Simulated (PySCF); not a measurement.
# I, I⁺: ionisation energy in def2-TZVP with ECP28

Aim: the ionisation energy of iodine from differences of total energies, at each level of theory, and how far each lands from the tabulated value where there is one.

The numbers are computed with PySCF 2.14.0 (unrestricted determinants in a Gaussian basis, no spin-orbit coupling in the energies), except any that are marked as measured or tabulated.

### Step 1. Starting point

```
Element                                   : iodine (Z = 53)
Basis                                     : def2-TZVP with the def2 core potential (28 electrons) (6s5p3d2f, 50 functions)
Hamiltonian                               : a scalar-relativistic core potential
State 1                                   : I: [Kr] 4d10 5s2 5p5, 2P determinant
State 2                                   : I⁺: [Kr] 4d10 5s2 5p4, high-spin 3P determinant
Methods                                   : UHF, LDA, B3LYP, MP2, CCSD(T)
Core shells frozen in the correlated runs : valence: 4s2 4p6 4d10 (for I)
```

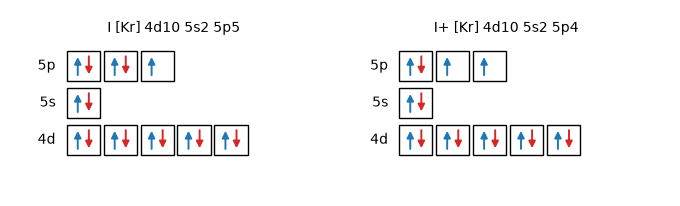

Occupation of the outer shells (arrows by Hund's rule).

One driver process ran all states and methods and kept the integrals in memory. Each run is shown as a PySCF script that sums up its settings (the driver passes frozen orbitals as a list and adds second-order terms of double hybrids); the logs are those of the runs themselves. The driver starts from symmetry-adapted Hartree-Fock orbitals, holds the occupation by maximum overlap and uses a logarithmic radial grid for functionals, so a plain start would take other cycles.

The driver's launch:

```console
> OMP_NUM_THREADS=1 python atomrun2.py TASK.json OUT
```

The integrals over 50 functions and the set-up took 0.17 s of CPU time.

### Step 2. I: the ladder of methods

Level: UHF.

Input file input.py:

```python
from pyscf import gto, scf, dft, mp, cc
import basis_set_exchange as bse
txt = bse.get_basis("def2-TZVP", elements=["I"], fmt="nwchem", header=False)
cut = txt.index("\nECP")
mol = gto.M(atom="I 0 0 0", charge=0, spin=1, symmetry="D2h",
            basis=gto.basis.parse(txt[:cut]),
            ecp={"I": gto.basis.parse_ecp(txt[cut:])})
mf = scf.UHF(mol)
mf.irrep_nelec = {'Ag': (4, 4), 'B1g': (1, 1), 'B2g': (1, 1), 'B3g': (1, 1), 'B1u': (2, 2), 'B2u': (2, 2), 'B3u': (2, 1)}
mf.kernel()
```

Output:

```text
damping factor = 0
level_shift factor = 0
DIIS = <class 'pyscf.scf.diis.CDIIS'>
diis_start_cycle = 1
diis_space = 10
diis_damp = 0
SCF conv_tol = 1e-09
SCF conv_tol_grad = None
number electrons alpha = 13  beta = 12
cycle= 1 E= -296.65785548645  delta_E= -0.00488  |g|= 0.0256  |ddm|= 0.082
cycle= 2 E= -296.658454698181  delta_E= -0.000599  |g|= 0.00996  |ddm|= 0.0294
cycle= 3 E= -296.65856585452  delta_E= -0.000111  |g|= 0.000876  |ddm|= 0.0193
cycle= 4 E= -296.65856700481  delta_E= -1.15e-06  |g|= 0.000281  |ddm|= 0.00271
cycle= 5 E= -296.658567097216  delta_E= -9.24e-08  |g|= 9.72e-05  |ddm|= 0.000808
cycle= 6 E= -296.658567114471  delta_E= -1.73e-08  |g|= 2.09e-05  |ddm|= 0.000486
cycle= 7 E= -296.658567115237  delta_E= -7.66e-10  |g|= 3.3e-06  |ddm|= 0.000116
converged SCF energy = -296.658567115237  <S^2> = 0.7597636  2S+1 = 2.0097399
```

Time after the integrals: 0.22 s (1 thread of Neoverse-V1, shared host).

The occupied shells:

```
shell  electrons  mean orbital energy (eV)  spread (eV)  rms radius (bohr)
 4s α          1                   -211.23            0              0.793
 4s β          1                   -211.03            0              0.793
 4p α          3                   -152.67        0.606              0.849
 4p β          3                   -152.46        0.069              0.849
 4d α          5                   -62.684        0.651              0.986
 4d β          5                   -62.520        0.339              0.986
 5s α          1                   -25.105            0               2.15
 5s β          1                   -22.661            0               2.15
 5p α          3                   -11.421        1.634               2.66
 5p β          2                   -10.400            0               2.66
```

⟨S²⟩ = 0.760, ⟨L²⟩ = 2.04.

Energies and moments cover only the electrons outside the core potential.

Level: LDA.

input.py differs from the last one in:

```diff
@@ -7,3 +7,3 @@
             ecp={"I": gto.basis.parse_ecp(txt[cut:])})
-mf = scf.UHF(mol)
+mf = dft.UKS(mol, xc="LDA,VWN")
 mf.irrep_nelec = {'Ag': (4, 4), 'B1g': (1, 1), 'B2g': (1, 1), 'B3g': (1, 1), 'B1u': (2, 2), 'B2u': (2, 2), 'B3u': (2, 1)}
```

Output:

```text
damping factor = 0
level_shift factor = 0
DIIS = <class 'pyscf.scf.diis.CDIIS'>
diis_start_cycle = 1
diis_space = 10
diis_damp = 0
SCF conv_tol = 1e-09
SCF conv_tol_grad = None
number electrons alpha = 13  beta = 12
XC functionals = LDA,VWN
    P. A. M. Dirac.,  Math. Proc. Cambridge Philos. Soc. 26, 376 (1930)
    F. Bloch.,  Z. Phys. 57, 545 (1929)
    S. H. Vosko, L. Wilk, and M. Nusair.,  Can. J. Phys. 58, 1200 (1980)
cycle= 1 E= -297.257891428256  delta_E= -0.0131  |g|= 0.0585  |ddm|= 0.473
cycle= 2 E= -297.258536925262  delta_E= -0.000645  |g|= 0.0249  |ddm|= 0.0924
cycle= 3 E= -297.258642504688  delta_E= -0.000106  |g|= 0.00309  |ddm|= 0.0246
cycle= 4 E= -297.258646325594  delta_E= -3.82e-06  |g|= 0.000279  |ddm|= 0.00613
cycle= 5 E= -297.258646371675  delta_E= -4.61e-08  |g|= 3.07e-05  |ddm|= 0.000663
cycle= 6 E= -297.258646372243  delta_E= -5.68e-10  |g|= 1.12e-06  |ddm|= 6.02e-05
converged SCF energy = -297.258646372243  <S^2> = 0.75109334  2S+1 = 2.001093
```

It took 0.28 s on 1 thread of Neoverse-V1, shared host, the integrals not counted.

Level: B3LYP.

input.py differs from the last one in:

```diff
@@ -7,3 +7,3 @@
             ecp={"I": gto.basis.parse_ecp(txt[cut:])})
-mf = dft.UKS(mol, xc="LDA,VWN")
+mf = dft.UKS(mol, xc="B3LYP")
 mf.irrep_nelec = {'Ag': (4, 4), 'B1g': (1, 1), 'B2g': (1, 1), 'B3g': (1, 1), 'B1u': (2, 2), 'B2u': (2, 2), 'B3u': (2, 1)}
```

Output:

```text
damping factor = 0
level_shift factor = 0
DIIS = <class 'pyscf.scf.diis.CDIIS'>
diis_start_cycle = 1
diis_space = 10
diis_damp = 0
SCF conv_tol = 1e-09
SCF conv_tol_grad = None
number electrons alpha = 13  beta = 12
XC functionals = B3LYP
    P. J. Stephens, F. J. Devlin, C. F. Chabalowski, and M. J. Frisch.,  J. Phys. Chem. 98, 11623 (1994)
cycle= 1 E= -297.778200710065  delta_E= -0.00773  |g|= 0.0193  |ddm|= 0.396
cycle= 2 E= -297.778372835549  delta_E= -0.000172  |g|= 0.00644  |ddm|= 0.0487
cycle= 3 E= -297.778394596657  delta_E= -2.18e-05  |g|= 0.00381  |ddm|= 0.0206
cycle= 4 E= -297.778398901769  delta_E= -4.31e-06  |g|= 0.000236  |ddm|= 0.00505
cycle= 5 E= -297.778398952548  delta_E= -5.08e-08  |g|= 3.07e-05  |ddm|= 0.000538
cycle= 6 E= -297.778398953282  delta_E= -7.34e-10  |g|= 4.23e-06  |ddm|= 7.53e-05
converged SCF energy = -297.778398953282  <S^2> = 0.75229668  2S+1 = 2.0022954
```

Time after the integrals: 0.53 s (1 thread of Neoverse-V1, shared host).

Level: MP2 (valence).

input.py differs from the last one in:

```diff
@@ -7,4 +7,5 @@
             ecp={"I": gto.basis.parse_ecp(txt[cut:])})
-mf = dft.UKS(mol, xc="B3LYP")
+mf = scf.UHF(mol)
 mf.irrep_nelec = {'Ag': (4, 4), 'B1g': (1, 1), 'B2g': (1, 1), 'B3g': (1, 1), 'B1u': (2, 2), 'B2u': (2, 2), 'B3u': (2, 1)}
 mf.kernel()
+mp.UMP2(mf, frozen=9).kernel()
```

This step left no log, only its results.

Time after the integrals: 0.04 s (1 thread of Neoverse-V1, shared host).

With 7 electrons correlated, the MP2 correlation energy is -0.11338 hartree (-0.02567 same spin, -0.08771 opposite spin); the SCS form gives -0.11380. Largest pairs of shells: 5p-5p -0.0693, 5s-5p -0.0373, 5s-5s -0.0067.

Level: CCSD(T) (valence).

input.py differs from the last one in:

```diff
@@ -10,2 +10,3 @@
 mf.kernel()
-mp.UMP2(mf, frozen=9).kernel()
+mycc = cc.CCSD(mf, frozen=9).run()
+mycc.ccsd_t()
```

Output:

```text
CC2 = 0
CCSD nocc = (np.int64(4), np.int64(3)), nmo = (41, 41)
frozen orbitals [[0, 1, 2, 3, 4, 5, 6, 7, 8], [0, 1, 2, 3, 4, 5, 6, 7, 8]]
max_cycle = 100
direct = 0
conv_tol = 1e-08
conv_tol_normt = 1e-06
diis_space = 8
diis_start_cycle = 0
Init t2, MP2 energy = -0.113376582914878
Init E_corr(UCCSD) = -0.113376582924492
cycle = 1  E_corr(UCCSD) = -0.127460100343934  dE = -0.0140835174  norm(t1,t2) = 0.0409743
cycle = 2  E_corr(UCCSD) = -0.130476164814639  dE = -0.00301606447  norm(t1,t2) = 0.012974
cycle = 3  E_corr(UCCSD) = -0.131780032426154  dE = -0.00130386761  norm(t1,t2) = 0.00513419
cycle = 4  E_corr(UCCSD) = -0.131733469025013  dE = 4.65634011e-05  norm(t1,t2) = 0.000687513
cycle = 5  E_corr(UCCSD) = -0.131733728671684  dE = -2.5964667e-07  norm(t1,t2) = 0.000125365
cycle = 6  E_corr(UCCSD) = -0.13173437643403  dE = -6.47762347e-07  norm(t1,t2) = 3.16398e-05
cycle = 7  E_corr(UCCSD) = -0.131734320460678  dE = 5.59733529e-08  norm(t1,t2) = 9.51033e-06
cycle = 8  E_corr(UCCSD) = -0.131734308564137  dE = 1.18965404e-08  norm(t1,t2) = 2.62561e-06
cycle = 9  E_corr(UCCSD) = -0.131734299449782  dE = 9.11435477e-09  norm(t1,t2) = 4.72813e-07
UCCSD converged
E(UCCSD) = -296.790301414687  E_corr = -0.1317342994497824
UCCSD(T) correction = -0.00400204651256037
```

Time after the integrals: 1.3 s (1 thread of Neoverse-V1, shared host).

CCSD correlation -0.13173 hartree, triples -0.00400; total -296.794303. T1 = 0.007, largest double amplitude 0.048.

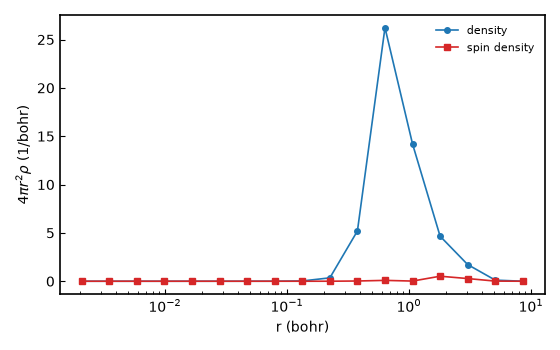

Radial density 4πr²ρ of I at UHF, the electrons outside the core potential, at 17 stored radii joined by straight lines.

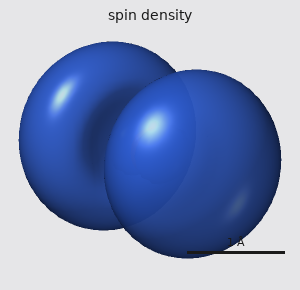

Spin density of I at UHF: surfaces at ±0.057 e/Å³ (blue: excess of up spin, orange: of down spin); z points up.

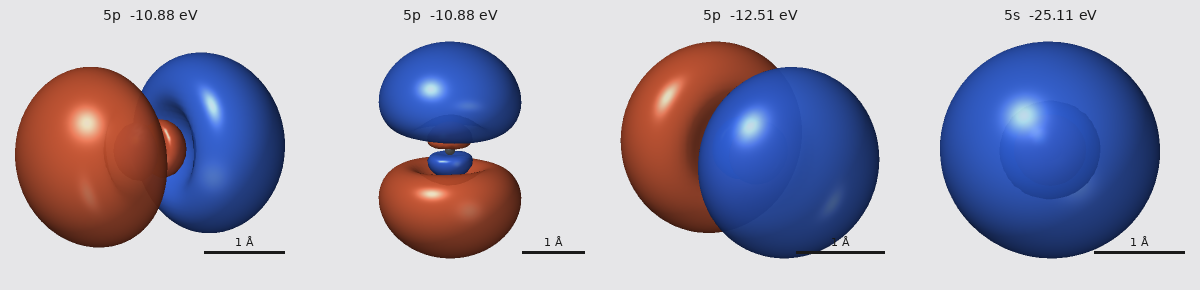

The highest occupied up-spin orbitals of I at UHF, each at the surface that holds about 70 % of its density; the colours give the sign, and each panel has its own scale.

### Step 3. I⁺

Level: UHF.

Input file input.py:

```python
from pyscf import gto, scf, dft, mp, cc
import basis_set_exchange as bse
txt = bse.get_basis("def2-TZVP", elements=["I"], fmt="nwchem", header=False)
cut = txt.index("\nECP")
mol = gto.M(atom="I 0 0 0", charge=1, spin=2, symmetry="D2h",
            basis=gto.basis.parse(txt[:cut]),
            ecp={"I": gto.basis.parse_ecp(txt[cut:])})
mf = scf.UHF(mol)
mf.irrep_nelec = {'Ag': (4, 4), 'B1g': (1, 1), 'B2g': (1, 1), 'B3g': (1, 1), 'B1u': (2, 1), 'B2u': (2, 2), 'B3u': (2, 1)}
mf.kernel()
```

Output:

```text
damping factor = 0
level_shift factor = 0
DIIS = <class 'pyscf.scf.diis.CDIIS'>
diis_start_cycle = 1
diis_space = 10
diis_damp = 0
SCF conv_tol = 1e-09
SCF conv_tol_grad = None
number electrons alpha = 13  beta = 11
cycle= 1 E= -296.306786181138  delta_E= -0.00532  |g|= 0.0271  |ddm|= 0.089
cycle= 2 E= -296.307447724456  delta_E= -0.000662  |g|= 0.0106  |ddm|= 0.0323
cycle= 3 E= -296.307569833504  delta_E= -0.000122  |g|= 0.000803  |ddm|= 0.0209
cycle= 4 E= -296.307570659437  delta_E= -8.26e-07  |g|= 0.000194  |ddm|= 0.00215
cycle= 5 E= -296.307570693666  delta_E= -3.42e-08  |g|= 5.62e-05  |ddm|= 0.0005
cycle= 6 E= -296.307570697419  delta_E= -3.75e-09  |g|= 1.08e-05  |ddm|= 0.00023
cycle= 7 E= -296.307570697563  delta_E= -1.44e-10  |g|= 1.41e-06  |ddm|= 5.3e-05
converged SCF energy = -296.307570697563  <S^2> = 2.0102023  2S+1 = 3.0067938
```

It took 0.21 s on 1 thread of Neoverse-V1, shared host, the integrals not counted.

Orbital energies by shell (radii are means over both spins):

| shell | electrons | mean orbital energy (eV) | spread (eV) | rms radius (bohr) |
| --- | --- | --- | --- | --- |
| 4s α | 1 | -220.87 | 0 | 0.792 |
| 4s β | 1 | -220.41 | 0 | 0.792 |
| 4p α | 3 | -162.28 | 0.673 | 0.849 |
| 4p β | 3 | -161.83 | 0.079 | 0.849 |
| 4d α | 5 | -72.272 | 0.715 | 0.985 |
| 4d β | 5 | -71.910 | 0.371 | 0.985 |
| 5s α | 1 | -34.795 | 0 | 2.09 |
| 5s β | 1 | -29.674 | 0 | 2.09 |
| 5p α | 3 | -20.480 | 1.692 | 2.48 |
| 5p β | 1 | -18.383 | 0 | 2.48 |

⟨S²⟩ = 2.010, ⟨L²⟩ = 2.04.

Energies and moments cover only the electrons outside the core potential.

Level: LDA.

input.py differs from the last one in:

```diff
@@ -7,3 +7,3 @@
             ecp={"I": gto.basis.parse_ecp(txt[cut:])})
-mf = scf.UHF(mol)
+mf = dft.UKS(mol, xc="LDA,VWN")
 mf.irrep_nelec = {'Ag': (4, 4), 'B1g': (1, 1), 'B2g': (1, 1), 'B3g': (1, 1), 'B1u': (2, 1), 'B2u': (2, 2), 'B3u': (2, 1)}
```

Output:

```text
damping factor = 0
level_shift factor = 0
DIIS = <class 'pyscf.scf.diis.CDIIS'>
diis_start_cycle = 1
diis_space = 10
diis_damp = 0
SCF conv_tol = 1e-09
SCF conv_tol_grad = None
number electrons alpha = 13  beta = 11
XC functionals = LDA,VWN
    P. A. M. Dirac.,  Math. Proc. Cambridge Philos. Soc. 26, 376 (1930)
    F. Bloch.,  Z. Phys. 57, 545 (1929)
    S. H. Vosko, L. Wilk, and M. Nusair.,  Can. J. Phys. 58, 1200 (1980)
cycle= 1 E= -296.861408060796  delta_E= -0.0125  |g|= 0.0606  |ddm|= 0.444
cycle= 2 E= -296.861916469371  delta_E= -0.000508  |g|= 0.0313  |ddm|= 0.0817
cycle= 3 E= -296.862080860172  delta_E= -0.000164  |g|= 0.00397  |ddm|= 0.034
cycle= 4 E= -296.862086435213  delta_E= -5.58e-06  |g|= 5.67e-05  |ddm|= 0.00772
cycle= 5 E= -296.862086437303  delta_E= -2.09e-09  |g|= 7.3e-06  |ddm|= 0.000128
cycle= 6 E= -296.862086437328  delta_E= -2.42e-11  |g|= 3.57e-07  |ddm|= 1.3e-05
converged SCF energy = -296.862086437328  <S^2> = 2.0012336  2S+1 = 3.0008223
```

It took 0.27 s on 1 thread of Neoverse-V1, shared host, the integrals not counted.

Level: B3LYP.

input.py differs from the last one in:

```diff
@@ -7,3 +7,3 @@
             ecp={"I": gto.basis.parse_ecp(txt[cut:])})
-mf = dft.UKS(mol, xc="LDA,VWN")
+mf = dft.UKS(mol, xc="B3LYP")
 mf.irrep_nelec = {'Ag': (4, 4), 'B1g': (1, 1), 'B2g': (1, 1), 'B3g': (1, 1), 'B1u': (2, 1), 'B2u': (2, 2), 'B3u': (2, 1)}
```

Output:

```text
damping factor = 0
level_shift factor = 0
DIIS = <class 'pyscf.scf.diis.CDIIS'>
diis_start_cycle = 1
diis_space = 10
diis_damp = 0
SCF conv_tol = 1e-09
SCF conv_tol_grad = None
number electrons alpha = 13  beta = 11
XC functionals = B3LYP
    P. J. Stephens, F. J. Devlin, C. F. Chabalowski, and M. J. Frisch.,  J. Phys. Chem. 98, 11623 (1994)
cycle= 1 E= -297.38756926203  delta_E= -0.00754  |g|= 0.0186  |ddm|= 0.379
cycle= 2 E= -297.387690074275  delta_E= -0.000121  |g|= 0.00288  |ddm|= 0.0333
cycle= 3 E= -297.387693196466  delta_E= -3.12e-06  |g|= 0.000389  |ddm|= 0.00473
cycle= 4 E= -297.387693310274  delta_E= -1.14e-07  |g|= 0.000123  |ddm|= 0.000765
cycle= 5 E= -297.387693313914  delta_E= -3.64e-09  |g|= 1.18e-05  |ddm|= 0.000189
cycle= 6 E= -297.387693313975  delta_E= -6.05e-11  |g|= 7.16e-07  |ddm|= 2.01e-05
converged SCF energy = -297.387693313975  <S^2> = 2.002313  2S+1 = 3.0015416
```

Time after the integrals: 0.52 s (1 thread of Neoverse-V1, shared host).

Level: MP2 (valence).

input.py differs from the last one in:

```diff
@@ -7,4 +7,5 @@
             ecp={"I": gto.basis.parse_ecp(txt[cut:])})
-mf = dft.UKS(mol, xc="B3LYP")
+mf = scf.UHF(mol)
 mf.irrep_nelec = {'Ag': (4, 4), 'B1g': (1, 1), 'B2g': (1, 1), 'B3g': (1, 1), 'B1u': (2, 1), 'B2u': (2, 2), 'B3u': (2, 1)}
 mf.kernel()
+mp.UMP2(mf, frozen=9).kernel()
```

The driver printed no log here.

Time after the integrals: 0.04 s (1 thread of Neoverse-V1, shared host).

With 6 electrons correlated, the MP2 correlation energy is -0.08755 hartree (-0.01963 same spin, -0.06792 opposite spin); the SCS form gives -0.08804. Largest pairs of shells: 5s-5p -0.0404, 5p-5p -0.0401, 5s-5s -0.0070.

Level: CCSD(T) (valence).

input.py differs from the last one in:

```diff
@@ -10,2 +10,3 @@
 mf.kernel()
-mp.UMP2(mf, frozen=9).kernel()
+mycc = cc.CCSD(mf, frozen=9).run()
+mycc.ccsd_t()
```

Output:

```text
CC2 = 0
CCSD nocc = (np.int64(4), np.int64(2)), nmo = (41, 41)
frozen orbitals [[0, 1, 2, 3, 4, 5, 6, 7, 8], [0, 1, 2, 3, 4, 5, 6, 7, 8]]
max_cycle = 100
direct = 0
conv_tol = 1e-08
conv_tol_normt = 1e-06
diis_space = 8
diis_start_cycle = 0
Init t2, MP2 energy = -0.087547593349028
Init E_corr(UCCSD) = -0.0875475933503346
cycle = 1  E_corr(UCCSD) = -0.10102418475852  dE = -0.0134765914  norm(t1,t2) = 0.0404421
cycle = 2  E_corr(UCCSD) = -0.103963579997021  dE = -0.00293939524  norm(t1,t2) = 0.0128869
cycle = 3  E_corr(UCCSD) = -0.10525921484205  dE = -0.00129563485  norm(t1,t2) = 0.00497099
cycle = 4  E_corr(UCCSD) = -0.105222062586094  dE = 3.7152256e-05  norm(t1,t2) = 0.000573127
cycle = 5  E_corr(UCCSD) = -0.1052234557034  dE = -1.39311731e-06  norm(t1,t2) = 8.1863e-05
cycle = 6  E_corr(UCCSD) = -0.105223257105819  dE = 1.98597581e-07  norm(t1,t2) = 1.69458e-05
cycle = 7  E_corr(UCCSD) = -0.105223445822453  dE = -1.88716634e-07  norm(t1,t2) = 3.69227e-06
cycle = 8  E_corr(UCCSD) = -0.105223391116818  dE = 5.47056359e-08  norm(t1,t2) = 1.0071e-06
cycle = 9  E_corr(UCCSD) = -0.105223393553715  dE = -2.43689784e-09  norm(t1,t2) = 1.80578e-07
UCCSD converged
E(UCCSD) = -296.4127940911163  E_corr = -0.1052233935537154
UCCSD(T) correction = -0.00282764842529435
```

Time after the integrals: 1.1 s (1 thread of Neoverse-V1, shared host).

CCSD correlation -0.10522 hartree, triples -0.00283; total -296.415622. T1 = 0.007, largest double amplitude 0.049.

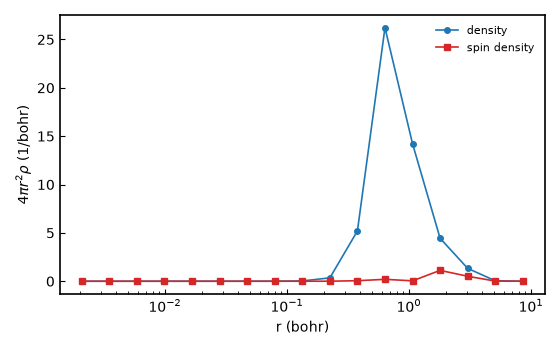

Radial density 4πr²ρ of I⁺ at UHF, the electrons outside the core potential, at 17 stored radii joined by straight lines.

### Step 4. How the shells move

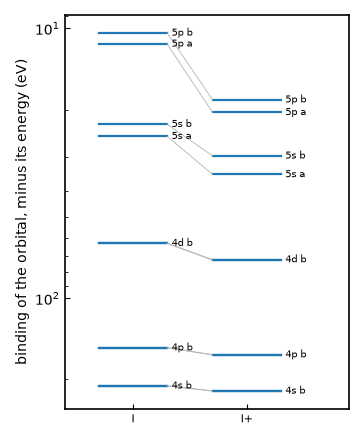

Hartree-Fock orbital energies of the states on a logarithmic scale (a, b: spin up and down; * marks an excited configuration).

### Step 5. Differences of total energies

Ionisation energy: I [Kr] 4d10 5s2 5p5 (2P) → I⁺ [Kr] 4d10 5s2 5p4 (3P).

```
           method  value (eV)  error (eV)  CPU time, both states (s)
              UHF       9.551      -0.968                       0.43
              LDA      10.791      +0.272                       0.55
            B3LYP      10.632      +0.113                        1.1
    MP2 (valence)      10.254      -0.265                       0.51
SCS-MP2 (valence)      10.252      -0.267                       0.51
   CCSD (valence)      10.272      -0.246                           
CCSD(T) (valence)      10.304      -0.214                        2.8
```

Reference: 10.519 eV (measured; NIST levels, between the centres of gravity of the two terms). Errors of the correlated levels include the incompleteness of this basis.

Times are CPU seconds on a shared host without the integrals; correlated rows include their Hartree-Fock run, whose time holds the symmetry-adapted start and any spin-orbit constants, while functionals begin from orbitals already made.

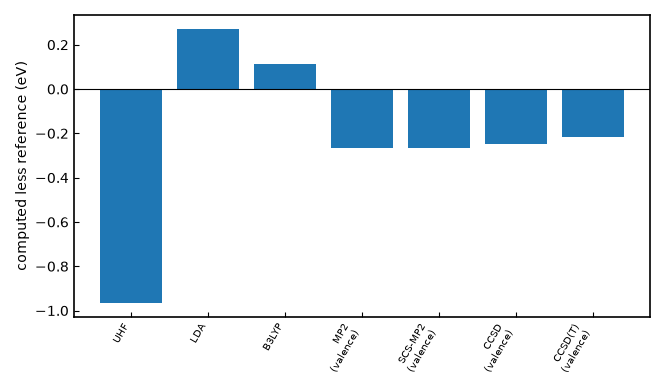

Computed less reference values by method.

### Step 6. Summary of results

| quantity | value |
| --- | --- |
| ionisation energy, I | UHF 9.551, CCSD(T) (valence) 10.304 eV; reference 10.519 |

Each level's miss and price (over 1 difference):

| method | mean absolute miss against the measured value (with the measured fine structure taken into account where it is known) (eV) | CPU time, both states (s) |
| --- | --- | --- |
| UHF | 0.968 | 0.43 |
| LDA | 0.272 | 0.55 |
| B3LYP | 0.113 | 1.1 |
| MP2 (valence) | 0.265 | 0.51 |
| SCS-MP2 (valence) | 0.267 | 0.51 |
| CCSD (valence) | 0.246 |  |
| CCSD(T) (valence) | 0.214 | 2.8 |

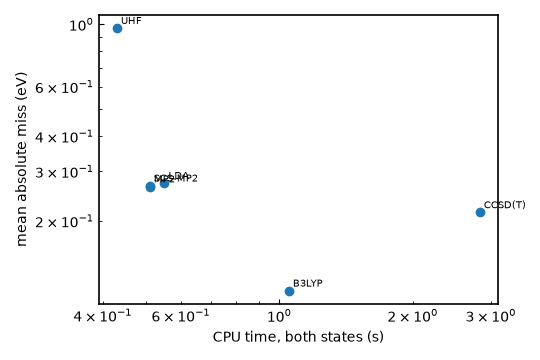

Miss against the measured value (with the measured fine structure taken into account where it is known) and CPU time.

**Reading.** Against experiment B3LYP comes closest (off by 0.11 eV) and UHF is farthest (0.97 eV). Hartree-Fock falls short because the species with more electrons holds more correlation energy, which it lacks. LDA is off by +0.27 eV. All values hold for this basis alone; no basis-set limit was taken. The dearest level timed, CCSD(T) (valence), costs 6.6 times the cheapest, UHF, and differs from the measured value (with the measured fine structure taken into account where it is known) by 0.21 against 0.97 eV.
